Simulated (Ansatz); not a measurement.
**AlH3 (SMILES [AlH3]): wB97X/6-31G(d) (spherical functions)**

What is the energy change on altering one bond length of AlH3 at wB97X/6-31G* (spherical functions)? 

Program for the calculation: Ansatz 0.2.0.

74 further runs of the same task are left out: 3 that didn't finish, 71 set aside as unsound or not needed.

### Step 1. The system as given

AlH3: 4 atoms, total charge 0, spin state singlet. SMILES: `[AlH3]`. The coordinates come from a PBE0-D4/def2-TZVP relaxation.

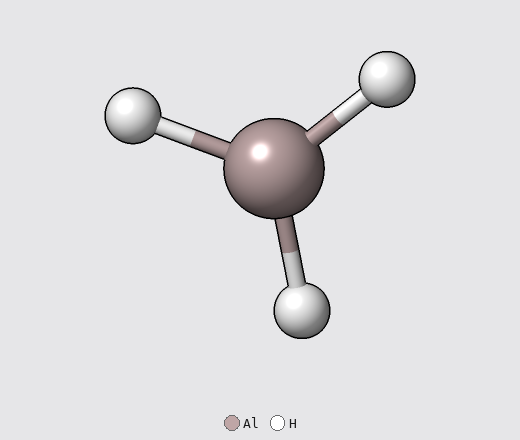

Viewed from a chosen angle; aluminium light grey, hydrogen white.

### Step 2. A single-point energy at wB97X/6-31G(d) (spherical functions)

input.yaml

```yaml
crystal:
  periodic: [false, false, false]
  atoms:
    - {symbol: Al, position_ang: [0.013700, -0.014800, -0.005100]}
    - {symbol: H, position_ang: [0.633200, 0.670900, 1.283600]}
    - {symbol: H, position_ang: [-1.340800, -0.832000, 0.105100]}
    - {symbol: H, position_ang: [0.749400, 0.115700, -1.403900]}
basis:
  gaussian:
    orbitals: 6-31G_st_-spherical.json
accuracy: high
hamiltonian:
  xc: {name: wB97X}
```

The basis set 6-31G* is read from a file made from the Basis Set Exchange's data (not shown).

Command:

```console
ansatz run input.yaml --threads 1 --pin off --max-ram 2610MiB --events-out events.jsonl --progress --plain --runs-dir runs
```

Standard output:

```text
Warning: RAYON_NUM_THREADS=1 ignored (pool sized by the plan → 1); use --threads N
Functional definition: wB97X
  name "wB97X"
  parameter omega = 0.3/bohr
  parameter cx = 0.157706
  parameter cx1 = 0.726479
  parameter cx2 = 1.04760
  parameter cx3 = -5.70635
  parameter cx4 = 13.2794
  parameter css1 = -4.33879
  parameter css2 = 18.2308
  parameter css3 = -31.7430
  parameter css4 = 17.2901
  parameter cos1 = 2.37031
  parameter cos2 = -11.3995
  parameter cos3 = 6.58405
  parameter cos4 = -3.78132
  exchange = spin_sum(e_x_unif_sr(omega)*poly(b97_u_x, 1 - cx, cx1, cx2, cx3, cx4)) + cx*exact_x_sr(omega)
      + exact_x_lr(omega)
  correlation = spin_sum(e_c_pw_same_spin*poly(b97_u_same, 1, css1, css2, css3, css4))
      + integral(e_c_pw_opposite_spin*poly(b97_u_opposite, 1, cos1, cos2, cos3, cos4))
453 factors; integrals over basis functions are off by at most 3.6e-9 eV
197 factors; integrals over basis functions are off by at most 1.3e-9 eV
mean field evaluation 1: about -6643.9554 eV, gradient 6.9e0 eV
mean field evaluation 2: about -6644.1648 eV, gradient 1.2e0 eV
mean field evaluation 4: about -6644.1748 eV, gradient 3.1e-1 eV
mean field evaluation 8: about -6644.1755 eV, gradient 6.9e-4 eV
mean field evaluation 16: about -6644.1755 eV, gradient 2.0e-8 eV
mean field -6644.17547476 eV, -244.1689451135 hartree, gradient 2.0e-8 eV, S^2 0.000000; 0 other end points of the search recorded, 0 dependent functions left out
reference -6644.17547135 eV, -244.1689449883 hartree; 8, 8 occupied and 16, 16 virtual orbitals, 453 factors
Total energy: -6644.17547135 eV, -244.1689449883 hartree
```

It took 3.6 s on 1 thread of Arm Neoverse V2, shared host; peak memory 0.2 GiB.

### Step 3. The distorted shape at the same level

job.yaml

```yaml
crystal:
  periodic: [false, false, false]
  atoms:
    - {symbol: Al, position_ang: [0.352327, 0.189501, -0.032650]}
    - {symbol: H, position_ang: [0.971827, 0.875201, 1.256050]}
    - {symbol: H, position_ang: [-1.340800, -0.832000, 0.105100]}
    - {symbol: H, position_ang: [1.088027, 0.320001, -1.431450]}
basis:
  gaussian:
    orbitals: 6-31G_st_-spherical.json
hamiltonian:
  xc: {name: wB97X}
accuracy: high
```

The basis set 6-31G* is read from a file made from the Basis Set Exchange's data (not shown).

Command:

```console
ansatz run job.yaml --threads 1 --pin off --max-ram 2610MiB --events-out events.jsonl --progress --plain --runs-dir runs
```

Standard output, shortened:

```text
Warning: RAYON_NUM_THREADS=1 ignored (pool sized by the plan → 1); use --threads N
[... 2 set-up lines as earlier in the session ...]
[...]
      + exact_x_lr(omega)
[...]
      + integral(e_c_pw_opposite_spin*poly(b97_u_opposite, 1, cos1, cos2, cos3, cos4))
453 factors; integrals over basis functions are off by at most 3.6e-9 eV
198 factors; integrals over basis functions are off by at most 1.3e-9 eV
[...]
mean field -6643.50328299 eV, -244.1442425215 hartree, gradient 2.2e-8 eV, S^2 0.000000; 0 other end points of the search recorded, 0 dependent functions left out
reference -6643.50327960 eV, -244.1442423969 hartree; 8, 8 occupied and 16, 16 virtual orbitals, 453 factors
Total energy: -6643.50327960 eV, -244.1442423969 hartree
```

It took 3.6 s on 1 thread of Arm Neoverse V2, shared host; peak memory 0.2 GiB.

### Step 4. Summary of results

At wB97X/6-31G* (spherical functions):

| quantity | value |
| --- | --- |
| first shape: total energy | -244.16894 Eh |
| distorted shape: total energy | -244.14424 Eh |
| energy change with the Al1–H3 bond stretched from 1.586 to 1.982 Å | 0.672 eV |

**Reading.** With the Al1–H3 bond stretched from 1.586 to 1.982 Å the energy rises by 0.67 eV (64.9 kJ/mol). The first shape isn't relaxed at this level, so the change isn't measured from a minimum.
